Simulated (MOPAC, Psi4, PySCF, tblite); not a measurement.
Two rigid molecules brought together: C2H6Cl2Si ··· C2H4 (SMILES C[Si](C)(Cl)Cl and C=C), singlet. Monomers: optimised at B3LYP-D3(BJ) (def2-TZVP), held rigid. Orientation: lowest of the rigid-body minima from ten starts at GFN2-xTB. Only R, the distance of the centres of mass, is varied, so the lowest point isn't the relaxed dimer.

Geometry at R = 4.29 Å (first 11 atoms: monomer A):
```
17

C      1.4494    -0.5669    -0.3914
Si     0.0429     0.6106    -0.1161
C     -1.5019    -0.1837     0.5345
Cl     0.6515     2.0678     1.2219
Cl    -0.3984     1.5442    -1.9098
H      1.1644    -1.3331    -1.1150
H      2.3237    -0.0395    -0.7733
H      1.7223    -1.0559     0.5457
H     -2.2857     0.5603     0.6787
H     -1.8646    -0.9364    -0.1682
H     -1.3036    -0.6674     1.4929
C     -1.7743    -1.9366    -2.7673
C     -0.5205    -2.1061    -3.1592
H     -2.3592    -2.7525    -2.3602
H     -2.2681    -0.9749    -2.8373
H     -0.0267    -3.0678    -3.0892
H      0.0645    -1.2903    -3.5663
```

- PBE-D3(BJ)/def2-TZVP, counterpoise-corrected (Psi4)
- GFN2-xTB (tblite)
- RKS-B3LYP/6-311+G** = restricted B3LYP/6-311+G**, spherical d, no counterpoise correction (PySCF 2.14.0)
- PM3, restricted, heats of formation (MOPAC)
- MP2/aug-cc-pVTZ = DF-MP2/aug-cc-pVTZ, frozen core, counterpoise-corrected run with Psi4

Interaction energies in kJ/mol (negative: bound); R is the distance of the centres of mass, d the H6···H17 distance.

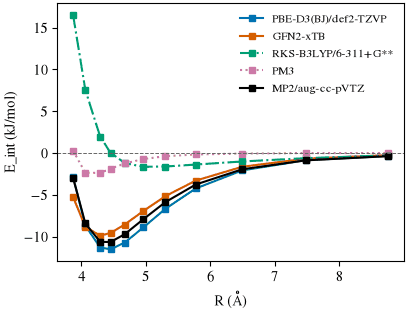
Fig. 1. Interaction energy against separation.

```tsv
R / Å	d / Å	PBE-D3(BJ)/def2-TZVP	GFN2-xTB	RKS-B3LYP/6-311+G**	PM3	MP2/aug-cc-pVTZ
3.87	2.42	-2.86	-5.25	16.52	0.28	-2.97
4.06	2.53	-8.69	-8.85	7.53	-2.37	-8.43
4.29	2.69	-11.31	-9.89	1.95	-2.37	-10.63
4.45	2.80	-11.52	-9.57	0.03	-1.87	-10.65
4.67	2.96	-10.72	-8.56	-1.20	-1.25	-9.71
4.96	3.19	-8.89	-6.93	-1.65	-0.72	-7.91
5.30	3.46	-6.67	-5.16	-1.61	-0.38	-5.87
5.77	3.86	-4.24	-3.30	-1.38	-0.17	-3.77
6.49	4.50	-2.08	-1.64	-1.01	-0.06	-1.94
7.47	5.40	-0.86	-0.68	-0.62	-0.01	-0.88
8.75	6.61	-0.35	-0.25	-0.28	0.00	-0.37
```

Lowest grid point: PBE-D3(BJ)/def2-TZVP -11.52 kJ/mol at R = 4.45 Å; GFN2-xTB -9.89 kJ/mol at R = 4.29 Å; RKS-B3LYP/6-311+G** -1.65 kJ/mol at R = 4.96 Å; PM3 -2.37 kJ/mol at R = 4.29 Å; MP2/aug-cc-pVTZ -10.65 kJ/mol at R = 4.45 Å.
